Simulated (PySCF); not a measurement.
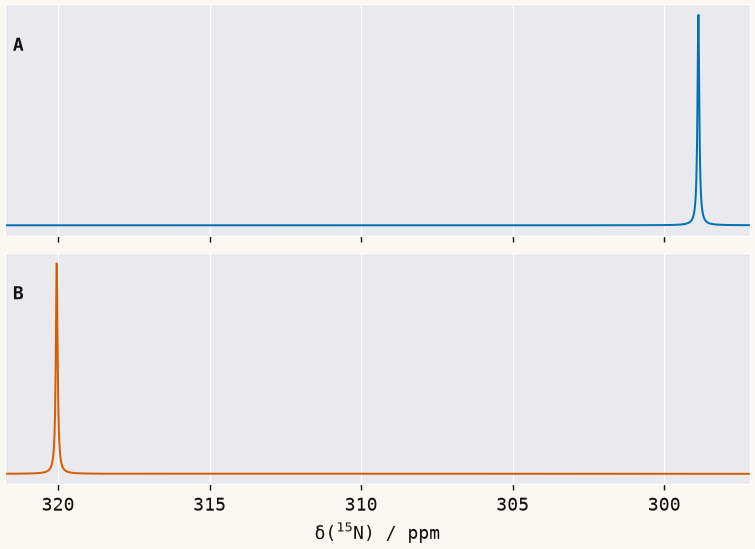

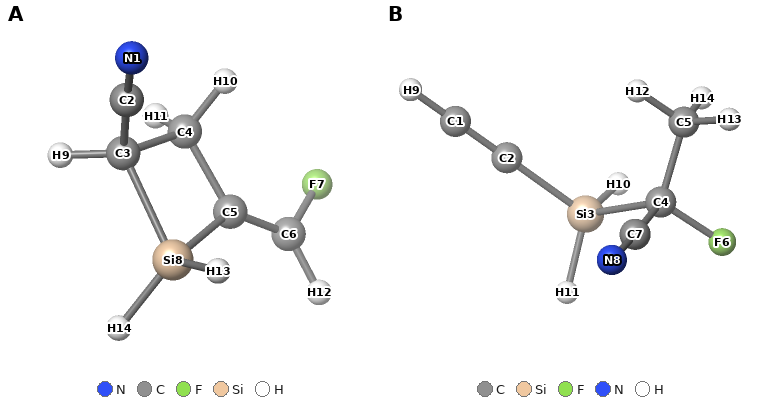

Related molecules: A is C₅H₆FNSi, SMILES N#C[C@H]1C/C(=C\F)[SiH2]1; B is C₅H₆FNSi, SMILES C#C[SiH2][C@](C)(F)C#N. GIAO ¹⁵N shifts against NH₃ (¹⁵N: a single molecule, while the usual scales start at liquid NH₃ or nitromethane; multiply bonded nitrogen can come out tens of ppm too deshielded), PBE0/pcSseg-1, PySCF 2.14.0, at a GFN2-xTB geometry (no frequency check); fully decoupled, line heights follow the number of nuclei within a panel, widths are arbitrary (no quadrupolar broadening); values of one conformer, averaged over methyl-type rotors and exact or near symmetry; other conformers aren't averaged in.

> How does the ¹⁵N shift respond?

From A (298.9 ppm) to B (320.0 ppm) the nucleus is deshielded by 21.2 ppm.

Caveats, for all or some of the runs: the tight-binding geometry is rougher than a DFT one and adds to the error.
